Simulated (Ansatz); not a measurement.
Start from BaTiO3 in the cubic perovskite structure (space group Pm-3m, No. 221; a = 4.019 Å).

Structures relaxed with Kohn–Sham DFT with the PBE functional, run in Ansatz (a quantum-chemistry and plane-wave program) with PAW and 420 eV plane waves, without spin-orbit coupling, earlier PAW set.

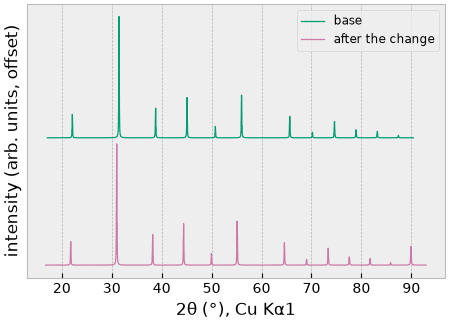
*Simulated powder patterns before (top) and after one change*

Question: Which of these changes matches the shifts?
A) isotropic strain +1.47 %
B) isotropic strain −2.03 %
C) isotropic strain −3.81 %

Answer: A, isotropic strain +1.47 %. Its volume per atom is 13.57 Å³ against 12.99 Å³, and its space group is Pm-3m (No. 221).

Whether these cells are dynamically stable was not tested. All final runs are without spin polarisation. Many cubic perovskites are stable only at high temperature; tilts and polar distortions were not tested. This is not the structure that BaTiO3 has at room temperature and ambient pressure.
